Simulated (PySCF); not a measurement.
Al(H)2(OEt), SMILES CC[O][AlH2] (C2H7AlO) at its B3LYP/def2-SVP optimised geometry (Å):

```
11

Al     1.2125     0.9421     0.0000
H      2.7904     0.9421     0.0000
H      0.3414     2.2657     0.0000
O      0.4828    -0.5875    -0.0022
C     -0.6881    -1.3539     0.0006
C     -1.9053    -0.6149     0.5447
H     -0.8969    -1.7020    -1.0297
H     -0.5099    -2.2657     0.6020
H     -2.1397     0.2736    -0.0643
H     -2.7904    -1.2720     0.5428
H     -1.7316    -0.2817     1.5814
```

Computed with B3LYP/def2-TZVP in PySCF. Cells within 0.4 Å of a nucleus heavier than hydrogen are left out (blank, or x).

Map of the Laplacian of the electron density (e/bohr⁵), clipped to [-1.50, 1.50] on the plane z = 0.6 Å:

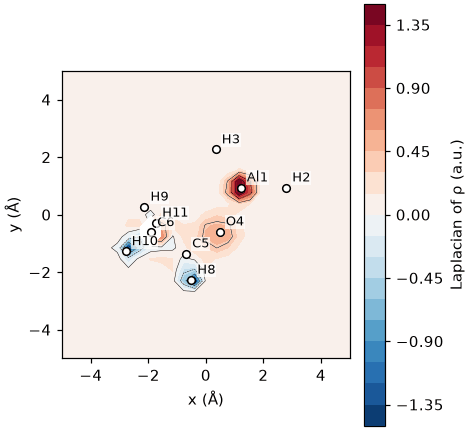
Figure. Laplacian of the electron density (e/bohr⁵), clipped to [-1.50, 1.50] on the plane z = 0.6 Å.
